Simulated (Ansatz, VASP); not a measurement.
# Cross-check of BaTiO3 between VASP and Ansatz

One calculation is typed for both programs; each brings its own data sets and cutoff. How far apart do they land? The cell comes out of the VASP series on this material, whose earlier steps may have relaxed, scaled or displaced it; both programs get it as it stands.

Program: Ansatz 0.2.0. Level of theory: plane waves, with VASP 6.6.1 beside it; single point at r2SCAN, band structure at r2SCAN and band structure at r2SCAN, spin-orbit coupling. Results are calculated unless marked as measured.

## (1) Starting point

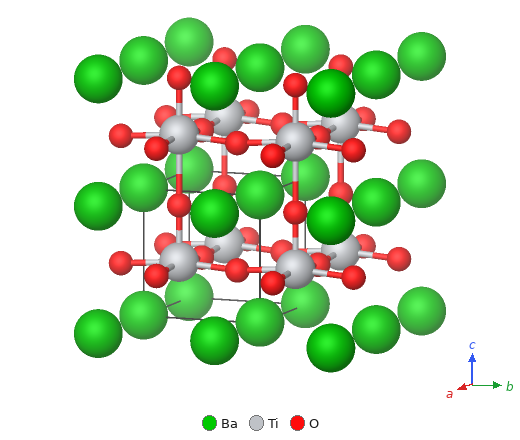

The starting structure, seen slightly off an axis (barium green, titanium light grey, oxygen red). 2×2×2 cells are drawn. Some periodic images of atoms are drawn too.

## (2) Ansatz: single point, r2SCAN

Ansatz runs on its default PAW (the set named soft_2) files.

With cell and atoms fixed, the geometry can't cause a difference; cores, projectors, grids and the points listed under the comparison can.

Input file input.yaml:

```yaml
crystal:
  lattice:
    - [3.9873869246, 0.0, 0.0]
    - [0.0, 3.9873869246, 0.0]
    - [0.0, 0.0, 4.1187101708]
  atoms:
    - { symbol: Ba, position: [0.0, 0.0, 0.0066704939] }
    - { symbol: Ti, position: [0.5, 0.5, 0.5251820461] }
    - { symbol: O, position: [0.5, 0.5, 0.9706868149] }
    - { symbol: O, position: [0.5, 0.0, 0.4872303225] }
    - { symbol: O, position: [0.0, 0.5, 0.4872303225] }
hamiltonian:
  xc: r2scan
  pseudopotentials: { kind: paw }
kpoints:
  mp_grid: { grid: [5, 5, 5] }
scf:
  occupations: { method: gaussian, width: 0.05 }
  n_extra_bands: 5
output:
  forces: true
  stress: true
  eigenvalues: true
```

Launch:

```console
ansatz run input.yaml --threads 2 --pin off --max-ram 4608MiB --backend cpu --events-out ev --progress --plain --runs-dir out
```

Numbers of over 12 decimals in the logs are rounded to 6 here.

Output:

```text
scf.n_extra_bands = 5 over 20 filled bands (N_el = 40.0): the run solves 25 bands
Engine: ansatz 0.2.0, aarch64-unknown-linux-gnu
Pseudopotentials: kind: paw
Pseudopotential: Ba, paw, valence charge 10, recommended cutoff 500 eV (meta_gga), Ba.paw.azcp
Pseudopotential: Ti, paw, valence charge 12, recommended cutoff 500 eV (meta_gga), Ti.paw.azcp
Pseudopotential: O, paw, valence charge 6, recommended cutoff 500 eV (meta_gga), O.paw.azcp
Functional definition: r2SCAN
  parameter k0 = 0.174
  parameter k1 = 0.065
  parameter a1 = 4.9479
  exchange = r2scan_x(k0 = k0, k1 = k1, a1 = a1)
  correlation = r2scan_c
Crystal: 5 atoms, lattice volume = 65.484 Å³
Basis set: ecut = 500 eV, 1663 PW (Γ), exchange–correlation on 120×120×128 points (64 copies of the dense FFT grid, shifted against one another)
Bands: 25, of which v1, the nominal top of the filled ones, is band 20 counted from 1 (19 counted from 0)
Symmetry: 8 space group operations
Space group: P4mm (ITA 99), of the structure as read, at distance tolerance 4.0e-5 Å
k-points: 18 of 125 (time reversal used)
Non-local potential: Ba, projectors of the file, l = 0: 3, l = 1: 2, l = 2: 2, l = 3: 2
Non-local potential: Ti, projectors of the file, l = 0: 3, l = 1: 2, l = 2: 3, l = 3: 1
Non-local potential: O, projectors of the file, l = 0: 2, l = 1: 2, l = 2: 1
PAW form: soft (Blöchl's): semilocal exchange-correlation on the pseudo side does not see the compensation charge
PAW frozen core: Ba, regenerated for the run's functional (the file was generated under x = pbe(κ = 0.804, μ = 0.219515), c = pbe(β = 0.066725))
PAW frozen core: Ti, regenerated for the run's functional (the file was generated under x = pbe(κ = 0.804, μ = 0.219515), c = pbe(β = 0.066725))
PAW frozen core: O, regenerated for the run's functional (the file was generated under x = pbe(κ = 0.804, μ = 0.219515), c = pbe(β = 0.066725))
PAW one-centre angular grid: Ba, 302 points (default); XC on 160 Gauss nodes
PAW one-centre angular grid: Ti, 590 points (default); XC on 160 Gauss nodes
PAW one-centre angular grid: O, 302 points (default); XC on 160 Gauss nodes
Initial density: superposition of atomic densities (neutral atoms: chi_scale 0, normalization atom), corrected by the library's trained network
Initial wavefunctions: pseudopotential atomic-orbital guess
Functional: x = r2scan, c = r2scan; τ floored in thin density (d = 2e-4 eV/Å³)
SCF iter   1: F=—  HF=-10183.729425 eV  |F-HF|=—  |Δ(HF+E_count)|=         —  Δρ=2.11e-2  dr2=3.69e-1  dr2_τ=2.39e-1  ethr=1.77e-3  ⟨swp⟩=5.9  Hψ=2249  notcnv=0
preconditioner: auto → Resta (q_TF=auto, 2.513 Å⁻¹)  ε∞=5.0  [insulator: Δε(μ)=2.860 eV  Ē_g=13.040 eV  σ=0.050 eV  W_gap=1.00  n_scr=18 (ndim 8)  ℏωp=26.0 eV  f_vac=0.000  D(μ)=0.00/eV (n_scr^D=0)  ε∞_Penn≈5.0]
SCF iter   2: F=—  HF=-10183.830664 eV  |F-HF|=—  |Δ(HF+E_count)|=   1.01e-1  Δρ=1.13e-2  dr2=5.19e-2  dr2_τ=2.05e-2  ethr=9.22e-4  ⟨swp⟩=3.2  Hψ=973  notcnv=0  defer=18
SCF iter   3: F=—  HF=-10183.823541 eV  |F-HF|=—  |Δ(HF+E_count)|=   7.12e-3  Δρ=3.58e-3  dr2=5.73e-3  dr2_τ=4.28e-4  ethr=1.30e-4  ⟨swp⟩=2.1  Hψ=667  notcnv=0  defer=18
SCF iter   4: F=—  HF=-10183.822777 eV  |F-HF|=—  |Δ(HF+E_count)|=   7.64e-4  Δρ=1.52e-3  dr2=1.08e-3  dr2_τ=1.72e-4  ethr=1.43e-5  ⟨swp⟩=2.0  Hψ=789  notcnv=0  defer=18
SCF iter   5: F=—  HF=-10183.822628 eV  |F-HF|=—  |Δ(HF+E_count)|=   1.49e-4  Δρ=3.65e-4  dr2=6.66e-5  dr2_τ=6.69e-6  ethr=2.69e-6  ⟨swp⟩=2.0  Hψ=569  notcnv=0  defer=18
SCF iter   6: F=—  HF=-10183.822633 eV  |F-HF|=—  |Δ(HF+E_count)|=   4.71e-6  Δρ=1.67e-4  dr2=1.57e-5  dr2_τ=2.47e-6  ethr=1.66e-7  ⟨swp⟩=2.0  Hψ=708  notcnv=0  defer=18
SCF iter   7: F=—  HF=-10183.822631 eV  |F-HF|=—  |Δ(HF+E_count)|=   1.46e-6  Δρ=5.55e-5  dr2=2.21e-6  dr2_τ=1.15e-7  ethr=3.92e-8  ⟨swp⟩=2.0  Hψ=628  notcnv=0  defer=18
SCF iter   8: F=—  HF=-10183.822631 eV  |F-HF|=—  |Δ(HF+E_count)|=   5.49e-8  Δρ=1.94e-5  dr2=2.81e-7  dr2_τ=1.79e-8  ethr=5.52e-9  ⟨swp⟩=2.3  Hψ=687  notcnv=0  defer=18
SCF iter   9: F=-10183.822631 eV  HF=-10183.822631 eV  |F-HF|=1.37e-8  |Δ(HF+E_count)|=   3.79e-8  Δρ=4.75e-6  dr2=1.62e-8  dr2_τ=2.61e-10  ethr=2.50e-10  ⟨swp⟩=8.9  Hψ=2035  notcnv=0
SCF 1 converged in 9 iterations: F = -10183.822631 eV  dr2 = 1.62e-8
  greatest PAW one-centre occupation: 0.999 electrons in one spin orbital (limit 2), on the Ti atom at site 1 (counted from 0), in its partial waves of l = 0
SCF converged after 9 iterations
Free energy (F): -10183.822631 eV
Harris-Foulkes:  -10183.822631 eV  (|F-HF|=1.37e-8)
Internal energy: -10183.822631 eV  (E = F + TS)
E sigma→0 (E₀):  -10183.822631 eV
Fermi energy:    10.870419 eV
--- Per-component energies (eV) ---
  E_band       = -185.282891
  E_kinetic    = 972.838981
  E_local      = -2139.828747  (includes V_loc(G=0)·N_el)
  E_nonlocal   = 199.582244
  E_hartree    = 835.050399
  E_xc         = -474.976132
  E_vxc        = -603.867237  (∫ρ·V_xc dr)
  E_paw        = -6784.988507  (= ΣΔE_a)
  E_vpaw       = -320.954841  (= ΣTr[D̂ρ^β])
  E_aug_tail   = 0.003149  (compensation charges beyond the density's cutoff)
  E_vtau       = 36.842778  (kinetic-family band-sum trace: ∫τ·v_τ [+ j·A + Jᵃ·Aᵃ] dr)
  E_ewald      = -2791.225154
  E_core_change = -0.278864  (= ΣΔE_core)
  E_smearing   = -0.000000  (= −TS)
  E_closure    = 0.000000  (closes the sum)
  Σ components = -10183.822631   (vs F -10183.822631, Δ=0.00e0)
--- Forces (eV/Å), atoms counted from 1 ---
  atom   1  Ba    -0.00000000     0.00000000     0.03273714
  atom   2  Ti     0.00000000     0.00000000     0.15243466
  atom   3  O      0.00000000     0.00000000    -0.15669597
  atom   4  O     -0.00000000     0.00000000    -0.01426626
  atom   5  O      0.00000000     0.00000000    -0.01426626
  max |Σ_I F_I| component: 5.67e-5 eV/Å
--- Stress (GPa, compression-positive) ---
       -1.790711       0.000000      -0.000000
        0.000000      -1.790711       0.000000
       -0.000000       0.000000      -1.922079
  P = ⅓ Tr σ = -1.8345 GPa (-18.345 kbar)
--- Band table (eV; the first three rows and the last of 18) ---
  k-point 0: bands = [... 16 lower, 8.5514, 9.1976, 9.3940, 9.3940, 12.0485, 12.4853, 12.4853, 14.2072, ... 1 higher]
  k-point 1: bands = [... 16 lower, 8.3076, 8.6393, 9.3017, 9.3017, 12.0835, 12.9210, 12.9210, 14.2042, ... 1 higher]
  k-point 2: bands = [... 16 lower, 7.9634, 7.9702, 9.1523, 9.1523, 12.1419, 13.5799, 13.5799, 14.2033, ... 1 higher]
  k-point 17: bands = [... 16 lower, 7.3024, 9.3105, 9.3837, 9.6612, 14.1254, 14.1322, 14.2005, 16.8169, ... 1 higher]
```

It took 8.5 s on 2 threads of Arm Neoverse N1, shared host; peak memory 0.42 GiB.

The run ends at a pressure of -1.83 GPa, with forces up to 0.16 eV/Å.

## (3) VASP: single point, r2SCAN

The same cell, functional, mesh and smearing now go to VASP, with its own data sets and cutoff.

Lines of VASP's logs that name or quote its potential files are left out, and so is its time.

Input file INCAR:

```
SYSTEM = BaTiO3
PREC = Accurate
ENCUT = 520
EDIFF = 1E-06
NELM = 100
ISMEAR = 0
SIGMA = 0.05
LREAL = .FALSE.
ALGO = Normal
METAGGA = R2SCAN
LASPH = .TRUE.
NBANDS = 26
LORBIT = 11
LWAVE = .FALSE.
LCHARG = .TRUE.
ISIF = 2
LELF = .TRUE.
LVHAR = .TRUE.
```

Input file POSCAR:

```
BaTiO3
1.0
    3.9873869246      0.0000000000      0.0000000000
    0.0000000000      3.9873869246      0.0000000000
    0.0000000000      0.0000000000      4.1187101708
Ba Ti O
1 1 3
Direct
    0.0000000000      0.0000000000      0.0066704939
    0.5000000000      0.5000000000      0.5251820461
    0.5000000000      0.5000000000      0.9706868149
    0.5000000000      0.0000000000      0.4872303225
    0.0000000000      0.5000000000      0.4872303225
```

Input file KPOINTS:

```
Automatic mesh
0
Gamma
5 5 5
0 0 0
```

The projector-augmented-wave data sets are Ba_sv, Ti_sv and O (PBE family, release 64).

Launch:

```console
mpirun -np 4 vasp_std
```

Output:

```text
[banner, memory and clock lines left out]
running    4 mpi-ranks, on    1 nodes
 distrk:  each k-point on    4 cores,    1 groups
 distr:  one band on    1 cores,    4 groups

 POSCAR found type information on POSCAR BaTiO
 POSCAR found :  3 types and       5 ions
|                                                                             |
|               ----> ADVICE to this user running VASP <----                  |
|                                                                             |
|     You enforced a specific xc type in the INCAR file but a different       |
|     [... a line on the potential file left out ...]
|     I HOPE YOU KNOW WHAT YOU ARE DOING!                                     |
|                                                                             |

 LDA part: xc-table for (None), standard interpolation
|                                                                             |
|           W    W    AA    RRRRR   N    N  II  N    N   GGGG   !!!           |
|           W    W   A  A   R    R  NN   N  II  NN   N  G    G  !!!           |
|           W    W  A    A  R    R  N N  N  II  N N  N  G       !!!           |
|           W WW W  AAAAAA  RRRRR   N  N N  II  N  N N  G  GGG   !            |
|           WW  WW  A    A  R   R   N   NN  II  N   NN  G    G                |
|           W    W  A    A  R    R  N    N  II  N    N   GGGG   !!!           |
|                                                                             |
|     The number of bands has been changed from the values supplied in        |
|     The orbitals not found in the WAVECAR file will be initialized with     |
|     random numbers, which is usually adequate. For correlated               |
|     calculations, however, you should redo the groundstate calculation.     |
|     I found NBANDS = 26. Now, NBANDS = 28.                                  |
|                                                                             |

 POSCAR, INCAR and KPOINTS ok, starting setup
 FFT: planning ... GRIDC
 FFT: planning ... GRID_SOFT
 FFT: planning ... GRID
 WAVECAR not read
 entering main loop
       N       E                     dE             d eps       ncg     rms          rms(c)
DAV:   1     0.403737421421E+03    0.40374E+03   -0.21270E+04  1008   0.158E+03
DAV:   2    -0.495628726819E+02   -0.45330E+03   -0.43236E+03  1156   0.442E+02
DAV:   3    -0.947687254443E+02   -0.45206E+02   -0.44796E+02  1436   0.136E+02
DAV:   4    -0.969844461738E+02   -0.22157E+01   -0.22096E+01  1484   0.255E+01
DAV:   5    -0.970562618223E+02   -0.71816E-01   -0.71806E-01  1380   0.366E+00    0.231E+01
DAV:   6    -0.735612141272E+02    0.23495E+02   -0.37698E+01  1396   0.691E+01    0.646E+00
DAV:   7    -0.742212202249E+02   -0.66001E+00   -0.49593E+00  1224   0.137E+01    0.524E+00
DAV:   8    -0.742333376738E+02   -0.12117E-01   -0.34135E-01  1300   0.481E+00    0.217E+00
DAV:   9    -0.742677794173E+02   -0.34442E-01   -0.13343E-01  1224   0.273E+00    0.655E-01
DAV:  10    -0.742709340753E+02   -0.31547E-02   -0.88197E-02  1188   0.160E+00    0.763E-01
DAV:  11    -0.742650896499E+02    0.58444E-02   -0.12927E-02  1288   0.106E+00    0.273E-01
DAV:  12    -0.742643794318E+02    0.71022E-03   -0.30667E-03  1396   0.496E-01    0.560E-02
DAV:  13    -0.742643418012E+02    0.37631E-04   -0.54102E-04  1152   0.151E-01    0.277E-02
DAV:  14    -0.742643391193E+02    0.26819E-05   -0.19289E-04  1332   0.131E-01    0.370E-02
DAV:  15    -0.742643306231E+02    0.84962E-05   -0.24147E-05  1252   0.451E-02    0.140E-02
DAV:  16    -0.742643283299E+02    0.22932E-05   -0.13119E-05  1372   0.278E-02    0.459E-03
DAV:  17    -0.742643279881E+02    0.34187E-06   -0.12478E-06   680   0.843E-03
   1 F= -.74264328E+02 E0= -.74264328E+02  d E =-.528068E-19
```

From OUTCAR (step 3):

```text
ion  position               nearest neighbor table
   1  0.000  0.000  0.007-   4 2.81   5 2.81   5 2.81   4 2.81   3 2.82   3 2.82   3 2.82   3 2.82
                             4 2.92   5 2.92   4 2.92   5 2.92   2 3.45   2 3.45   2 3.45   2 3.45
   2  0.500  0.500  0.525-   3 1.83   4 2.00   5 2.00   4 2.00   5 2.00   3 2.28   1 3.45   1 3.45
                             1 3.45   1 3.45   1 3.54   1 3.54   1 3.54   1 3.54
   3  0.500  0.500  0.971-   2 1.83   2 2.28   1 2.82   1 2.82   1 2.82   1 2.82
   4  0.500  0.000  0.487-   2 2.00   2 2.00   1 2.81   1 2.81   1 2.92   1 2.92
   5  0.000  0.500  0.487-   2 2.00   2 2.00   1 2.81   1 2.81   1 2.92   1 2.92

  LATTYP: Found a simple tetragonal cell.
 ALAT       =     3.9873869246
 C/A-ratio  =     1.0329346634

 Subroutine GETGRP returns: Found  8 space group operations
 (whereof  8 operations were pure point group operations)

The static configuration has the point symmetry C_4v.

 Found     18 irreducible k-points:

   k-points           NKPTS =     18   k-points in BZ     NKDIM =     18   number of bands    NBANDS=     28

   dimension x,y,z NGX =    30 NGY =   30 NGZ =   32
   dimension x,y,z NGXF=    60 NGYF=   60 NGZF=   64

   ENCUT  =  520.0 eV  38.22 Ry    6.18 a.u.   7.41  7.41  7.66*2*pi/ulx,y,z

   NELECT =      40.0000    total number of electrons

 k-points in reciprocal lattice and weights: Automatic mesh
   0.00000000  0.00000000  0.00000000       0.008
   0.20000000  0.00000000  0.00000000       0.032
   0.40000000  0.00000000  0.00000000       0.032
   0.20000000  0.20000000  0.00000000       0.032
   0.40000000  0.20000000  0.00000000       0.064
   0.40000000  0.40000000  0.00000000       0.032
   0.00000000  0.00000000  0.20000000       0.016
   0.20000000  0.00000000  0.20000000       0.064
   0.40000000  0.00000000  0.20000000       0.064
[...]
0.40000000  0.20000000  0.40000000       0.128
   0.40000000  0.40000000  0.40000000       0.064

 average (electrostatic) potential at core
       1 -38.2579       2 -81.6512       3 -73.6545       4 -73.3954       5 -73.3954

 E-fermi :   3.6384

 k-point     1 :       0.0000    0.0000    0.0000
  band No.  band energies     occupation
    ...
     16       1.9701      2.00000
     17       2.2333      2.00000
     18       2.8273      2.00000
     19       3.0305      2.00000
     20       3.0305      2.00000
     21       5.6972      0.00000
     22       6.1324      0.00000
     23       6.1324      0.00000
     24       7.8040      0.00000
     25       7.9724      0.00000
    ...

 k-point     2 :       0.2000    0.0000    0.0000
  band No.  band energies     occupation
    ...
     16       1.7312      2.00000
     17       2.0418      2.00000
     18       2.3598      2.00000
     19       2.6762      2.00000
     20       2.7803      2.00000
     21       6.1417      0.00000
     22       6.3728      0.00000
     23       6.4291      0.00000
     24       7.9269      0.00000
     25       8.7216      0.00000
    ...

 k-point     3 :       0.4000    0.0000    0.0000
  band No.  band energies     occupation
    ...
     16       1.5866      2.00000
     17       1.6155      2.00000
     18       1.8565      2.00000
     19       2.2349      2.00000
     20       2.3998      2.00000
     21       6.2197      0.00000
     22       7.2264      0.00000
     23       7.2642      0.00000
     24       7.8989      0.00000
     25       9.4933      0.00000
    ...

  Total        0.0170344      0.0170344      0.0204571      0.0000000      0.0000000      0.0000000
  in kB        0.4167729      0.4167729      0.5005138      0.0000000      0.0000000      0.0000000
  external PRESSURE =       0.4446865 kB  Pullay stress =       0.0000000 kB

  energy-cutoff  :      520.00
  volume of cell :       65.48
      direct lattice vectors                 reciprocal lattice vectors
     3.987386925  0.000000000  0.000000000     0.250790811  0.000000000  0.000000000
     0.000000000  3.987386925  0.000000000     0.000000000  0.250790811  0.000000000
     0.000000000  0.000000000  4.118710171     0.000000000  0.000000000  0.242794457

 POSITION                                       TOTAL-FORCE (eV/Angst)
 -----------------------------------------------------------------------------------
      0.00000      0.00000      0.02747         0.000000      0.000000      0.008190
      1.99369      1.99369      2.16307        -0.000000     -0.000000     -0.002215
      1.99369      1.99369      3.99798        -0.000000      0.000000     -0.004284
      1.99369      0.00000      2.00676        -0.000000      0.000000     -0.000846
      0.00000      1.99369      2.00676        -0.000000      0.000000     -0.000846
 -----------------------------------------------------------------------------------
    total drift:                                0.000000      0.000000      0.012985

  FREE ENERGIE OF THE ION-ELECTRON SYSTEM (eV)
  ---------------------------------------------------
  free  energy   TOTEN  =       -74.2643279881 eV

  energy  without entropy=      -74.2643279881  energy(sigma->0) =      -74.26432799

 total charge
# of ion       s       p       d       tot
------------------------------------------
    1        2.017   5.666   0.293   7.975
    2        2.213   6.267   1.687  10.167
    3        1.573   3.492   0.000   5.065
    4        1.567   3.496   0.000   5.063
    5        1.567   3.496   0.000   5.063
--------------------------------------------------
tot          8.936  22.417   1.980  33.332

[... 3 further parts left out ...]
```

The run ends at a pressure of 0.04 GPa, with forces up to 0.0082 eV/Å.

## (4) Side by side

Known differences besides the PAW data sets themselves: VASP keeps PBE cores, Ansatz makes them for the functional; the cutoff is 500 eV in Ansatz and 520 eV in VASP. Total energies have different zeros and are not compared.

Both answers:

```tsv
quantity	Ansatz	VASP	difference
pressure (GPa)	-1.83	0.04	-1.88
gap on the k mesh (eV)	2.358	2.369	-0.012
```

At this near-relaxed geometry the largest component of a force difference is 155 meV/Å. Ansatz's pressure holds a Pulay correction of 0.06 GPa; VASP's holds none.

## (5) What moves the difference

The difference is large enough to ask for its cause, so further runs change the set-up of one program at a time, as the table lists.

```tsv
run	r.m.s. force difference (meV/Å)
as above	57
cores kept as stored, as VASP does	57
Ansatz's larger PAW set (cutoff 910 eV)	61
norm-conserving potentials (cutoff 1290 eV)	56
```

[end of part 1 of 3]

[Lines on the potential files, build, host, timing and source positions are cut from VASP's logs without a mark.]

[Logs are printed without paths, hosts, clocks, repeated set-up lines and the standing remarks that a program may print on its own settings, such as how far it seeks lower states.]

[Hosts, paths, dates, database ids (printed as entryN), source tags and the programs' standing remarks are cut or masked in the printed files.]
